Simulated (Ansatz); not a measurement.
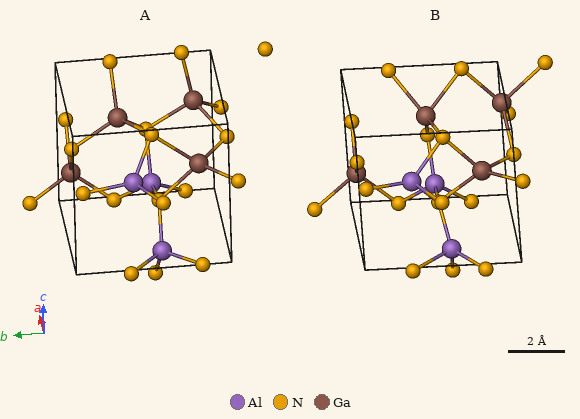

Two geometries of an amorphous cell of composition Al$_{3}$Ga$_{4}$N$_{7}$ (coarse preliminary run), drawn at one scale. One is the start of a relaxation, the other its converged end. A ball-and-stick model of the cell of the calculation, seen from a free direction.

All numbers below come from Ansatz, DFT PBE, scalar-relativistic, plane waves, PAW. Settings: plane-wave cutoff 420 eV; k-point mesh 3 × 2 × 3; occupations gaussian; smearing width 0.1 eV; mesh shifted by (0, 0.5, 0); no spin polarisation; cell and atoms relaxed; force threshold 0.04 eV/Å; at most 70 steps.

### Which of the two is the end point?

Structure A is the relaxed one. Case: the last frame of the dynamics. A Ga atom moves most relative to the cell: 0.88 Å roughly along [−1 3 0]. Largest moves by element: Ga 0.88 Å, N 0.46 Å, Al 0.39 Å. Cell: a 5.424 → 5.558 Å (+2.5 %), b 5.677 → 5.625 Å (−0.9 %), c 5.504 → 5.598 Å (+1.7 %), α 86.2° → 91.2°, β 92.1° → 88.2°, γ 90.5° → 88.6°. Volume +3.5 %. Among the contacts that change: Ga–N 2.147 → 3.330 Å, Ga–N 2.172 → 3.280 Å, Ga–N 2.999 → 2.028 Å, Ga–N 2.115 → 1.904 Å. New bonds form, among them: Ga–N (2.99 → 2.02 Å), Ga–N (3.00 → 2.03 Å). Bonds break, among them: Ga–N (2.15 → 3.33 Å), Ga–N (2.17 → 3.28 Å). Bond angles that change, for instance: Al–N–Ga 83.8° → 113.3°, Al–N–Ga 153.5° → 125.4°, Ga–N–Ga 88.8° → 116.8°. After 12 accepted moves (15 points after the start) the energy has fallen by 173 meV per atom. Largest force component: 2.1 eV/Å at the start, 0.037 eV/Å at the end. Pressure: 5.89 GPa at the start and 0.05 GPa at the end. The line search rejected the trial step at point 10 of the run. The SCF was repeated twice at an unchanged geometry on a basis and grid sized afresh for the cell, which shifted the energy by 2.9 meV per atom at most.

Limits of the set-up: the periodic images lie only 5.4 Å apart, so the values are limited by the cell's size.
